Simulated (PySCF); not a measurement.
## Run report: Ta²⁺, atomic calculation

Ta²⁺, configuration 1s2 2s2 2p6 3s2 3p6 3d10 4s2 4p6 4d10 4f14 5s2 5p6 5d2 6p1, multiplicity 4. Computed at this level: unrestricted r2SCANh, aug-cc-pwCVDZ-PP with ECP60, scalar-relativistic core potential (PySCF).

Input:
```python
from pyscf import gto, scf, dft, mp, cc
mol = gto.M(atom="Ta 0 0 0", charge=2, spin=3, symmetry="D2h",
            basis="aug-cc-pwCVDZ-PP",
            ecp="aug-cc-pwCVDZ-PP")
mf = dft.UKS(mol, xc="HYB_MGGA_XC_R2SCANH")
mf.irrep_nelec = {'Ag': (2, 1), 'B1g': (1, 0), 'B1u': (1, 1), 'B2u': (2, 1), 'B3u': (1, 1)}
mf.kernel()
```

The script is an equivalent of what the driver set up; the driver started from orbitals of its own, so the log can be shorter than this script's would be, and it computed the properties (radii, ⟨L²⟩, response) afterwards. It held the occupations shell by shell, which the script's counts by irreducible representation don't always enforce.

Hardware: 1 CPU thread, shared host.

Output (extracts):
```
damping factor = 0
level_shift factor = 0
DIIS = <class 'pyscf.scf.diis.CDIIS'>
diis_start_cycle = 1
diis_space = 10
diis_damp = 0
SCF conv_tol = 1e-09
SCF conv_tol_grad = None
number electrons alpha = 7  beta = 4
XC functionals = HYB_MGGA_XC_R2SCANH
    M. Bursch, H. Neugebauer, S. Ehlert, and S. Grimme.,  J. Chem. Phys. 156, 134105 (2022)
cycle= 1 E= -56.2230575466111  delta_E= -0.00479  |g|= 0.0151  |ddm|= 0.793
cycle= 2 E= -56.2232282535398  delta_E= -0.000171  |g|= 0.00472  |ddm|= 0.132
cycle= 3 E= -56.2232614911067  delta_E= -3.32e-05  |g|= 0.00217  |ddm|= 0.0454
cycle= 4 E= -56.2232825178108  delta_E= -2.1e-05  |g|= 0.00113  |ddm|= 0.0204
cycle= 5 E= -56.2232900483871  delta_E= -7.53e-06  |g|= 0.000138  |ddm|= 0.0195
cycle= 6 E= -56.2232901260051  delta_E= -7.76e-08  |g|= 7.56e-05  |ddm|= 0.00138
cycle= 7 E= -56.22329015245  delta_E= -2.64e-08  |g|= 1.24e-05  |ddm|= 0.00102
cycle= 8 E= -56.2232901532755  delta_E= -8.26e-10  |g|= 2.24e-06  |ddm|= 0.000213
converged SCF energy = -56.2232901532755  <S^2> = 3.7512695  2S+1 = 4.0006347
```

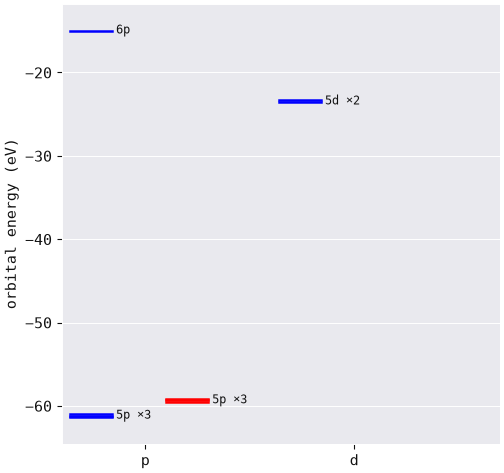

**Figure 1.** Orbital energies of the mean field, from the top down to −61.3 eV, by angular momentum, α spin at the left of each column and β at the right; ×n counts the orbitals under one label. Empty levels that the record names by l alone aren't drawn. The highest filled orbital is 6p α at −15.0 eV, the lowest empty one d α at −20.7 eV.

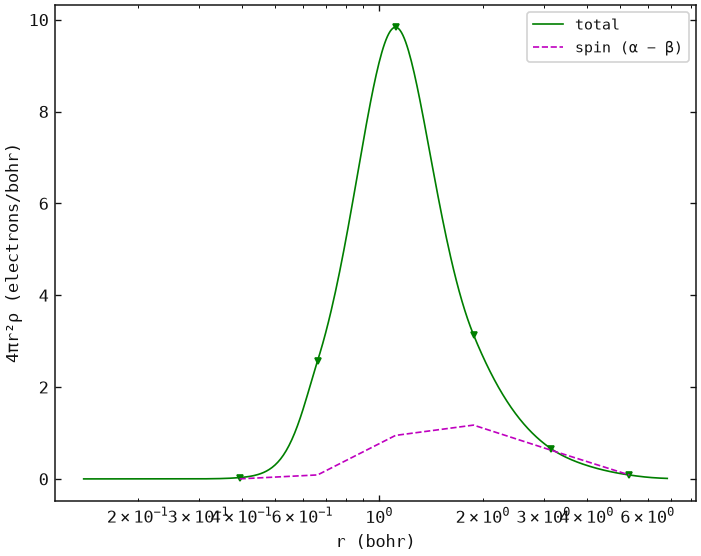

**Figure 2.** Spherically averaged radial density 4πr²ρ of the mean field (valence electrons alone, under a core potential) and its spin part; markers are the stored points, which are sparse, and the line is a monotone interpolation between them. The largest stored value is 9.84 electrons/bohr at r = 1.1 bohr. Root-mean-square radii of the shells: 5s 1.18, 5p 1.38, 5d 2.06, 6p 3.68 bohr.

Key numbers:

- outcome: converged
- total energy (valence electrons, under a core potential): −56.223290 hartree
- ⟨S²⟩: 3.751
- ⟨L²⟩: 13.95
- SCF iterations: 8
- CPU time: 5.3 s (integrals apart)

Remarks:

The driver held the occupations shell by shell, and empty d and s levels lie below the filled 6p. This is not the ground configuration of the species. ⟨L²⟩ departs from that of the intended term, so the determinant mixes terms.
